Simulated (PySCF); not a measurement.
Consider C₂H₅GeO₂S (charge −1).

```json
{"atom": "C", "x (Å)": "-1.5042", "y (Å)": "0.1783", "z (Å)": "-0.7547"}
{"atom": "S", "x (Å)": "-1.2089", "y (Å)": "-1.1661", "z (Å)": "0.4414"}
{"atom": "Ge", "x (Å)": "1.0103", "y (Å)": "-0.7985", "z (Å)": "0.8290"}
{"atom": "C", "x (Å)": "1.5332", "y (Å)": "0.8669", "z (Å)": "-0.3360"}
{"atom": "O", "x (Å)": "1.8236", "y (Å)": "0.5500", "z (Å)": "-1.4866"}
{"atom": "O", "x (Å)": "1.4057", "y (Å)": "1.9254", "z (Å)": "0.2715"}
{"atom": "H", "x (Å)": "-0.8214", "y (Å)": "0.0976", "z (Å)": "-1.6123"}
{"atom": "H", "x (Å)": "-2.5467", "y (Å)": "0.0930", "z (Å)": "-1.0981"}
{"atom": "H", "x (Å)": "-1.3482", "y (Å)": "1.1620", "z (Å)": "-0.2893"}
{"atom": "H", "x (Å)": "1.0987", "y (Å)": "-0.7064", "z (Å)": "2.3918"}
{"atom": "H", "x (Å)": "1.6730", "y (Å)": "-2.1836", "z (Å)": "0.5099"}
```

Geometry: PBE0-D3(BJ)/def2-SVP.

Level of theory: PySCF 2.14.0, B3LYP/def2-SVPD, SCF density, gas phase.

What can the converged electron density and electron localisation function tell about the bonding?

C–S (1.82 Å): the density is about 1.2 e/Å³ at the midpoint; the ELF peaks at about 0.90 between the atoms, as expected for a shared electron pair.
C–Ge (2.10 Å): ρ at the midpoint is about 0.72 e/Å³; the ELF peaks at about 0.90 in the valence shell of C, 0.8 Å from its nucleus, and is about 0.75 at the midpoint.
Ge–S (2.28 Å): ρ is about 0.64 e/Å³ halfway; the ELF peaks at about 0.90 in the valence shell of S, 0.9 Å from its nucleus, and is about 0.75 at the midpoint.
C–H (1.10 Å): ρ at the midpoint is about 1.9 e/Å³; the ELF climbs to about 1 towards the hydrogen, as it does in any bond to H (a covalent bond by its length).

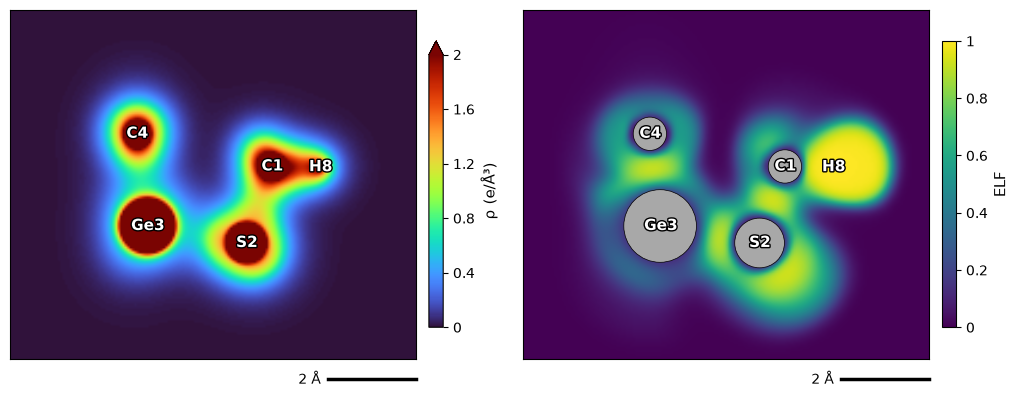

Computed electron density and electron localisation function on the plane of atoms S2, Ge3 and C4, in this order. Grey discs cover the atomic cores in the ELF map. 
